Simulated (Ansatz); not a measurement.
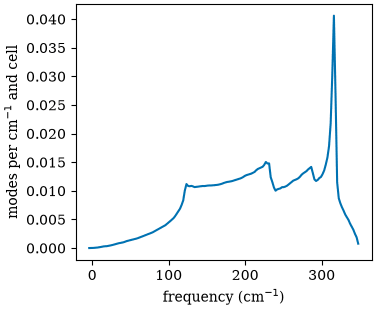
Fig. 1. Phonon density of states of Li (fcc (Cu type), Fm-3m), 1 atoms a cell, r²SCAN in the plane-wave PAW code Ansatz

Problem. Estimate the mean frequency and the zero-point energy.

Solution. The mean is about 220 cm⁻¹, and (3/2)ħ⟨ω⟩ gives 41.0 meV/atom.

Problem. What share of the Dulong–Petit heat capacity is reached at 100 K and at 300 K?

Solution. 48 % and 90 %.

A made-up cell: these elements were put on the sites of a structure type; the Crystallography Open Database files this formula in space group No. 225, but the cells were not matched. It is not the phase usual at ambient conditions (space group No. 229). The r²SCAN relaxation kept the symmetry of its start; phonons on a q-mesh show no instability. As this level gives no gap, phonon frequencies hold no LO–TO term and depend on the k-mesh and smearing (Fermi–Dirac, 0.1 eV here).

Potentials: the later of the program's two PAW sets.
